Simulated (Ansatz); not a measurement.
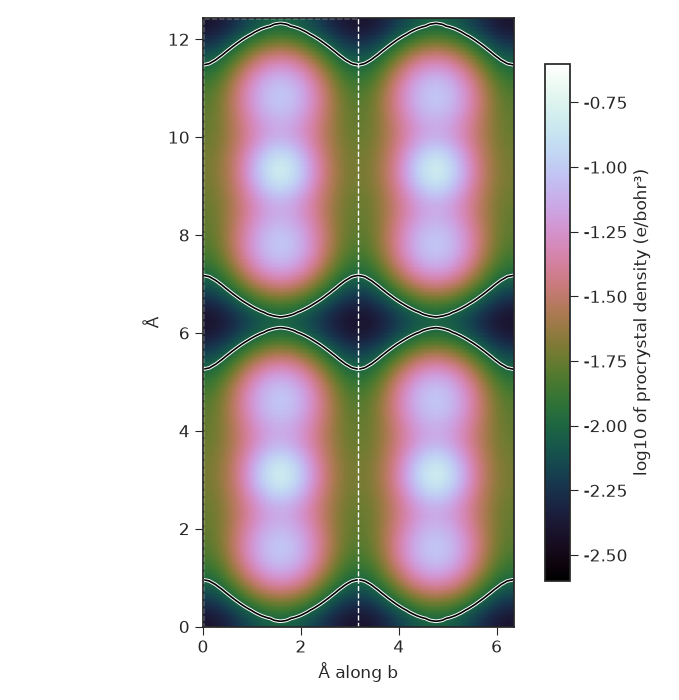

Procrystal electron density of MoS2 (P6_3/mmc, No. 194), computed on the section x = 0.000 (parallel to b and c; the dashed line is one cell). It is the sum of the densities of spherically averaged neutral Hartree-Fock atoms, not a self-consistent density. The black line is the 0.01 e/bohr³ contour that bounds the voids. From Rb on the atoms have core potentials, so only their outer electrons count. The usual level for crystal voids is 0.002 e/bohr³; this crystal has almost no region below it, so a higher level is used, which marks the interstitial space of lowest density.

Source of the atomic positions: the geometry relaxed with DFT, r2SCAN+rVV10, plane waves, PAW (Ansatz 0.2.0).

```yaml
crystal:
  lattice:
    - [3.17302, 0.00000, 0.00000]
    - [-1.58651, 2.74792, 0.00000]
    - [0.00000, 0.00000, 12.43591]
  atoms:
    - { symbol: Mo, position: [0.33333, 0.66667, 0.25000] }
    - { symbol: Mo, position: [0.66667, 0.33333, 0.75000] }
    - { symbol: S, position: [0.33333, 0.66667, 0.62490] }
    - { symbol: S, position: [0.66667, 0.33333, 0.12490] }
    - { symbol: S, position: [0.33333, 0.66667, 0.87510] }
    - { symbol: S, position: [0.66667, 0.33333, 0.37510] }
```

### What share of the cell is void by this measure?

The voids take about 13 % of the cell (14 Å³ of 108.4 Å³) and are bounded by about 43 Å² of surface per cell.

### Are the voids connected in the whole crystal?

Where they connect, they form a two-dimensional network in layers parallel to (001).

### How low does the density fall, and where?

To about 0.0039 e/bohr³ near 0.00, 0.00, 0.00 (fractional), 2.4 Å from the nearest nucleus.

### At what density do the voids first join through the crystal?

At about 0.0073 e/bohr³, as a two-dimensional network in layers parallel to (001).
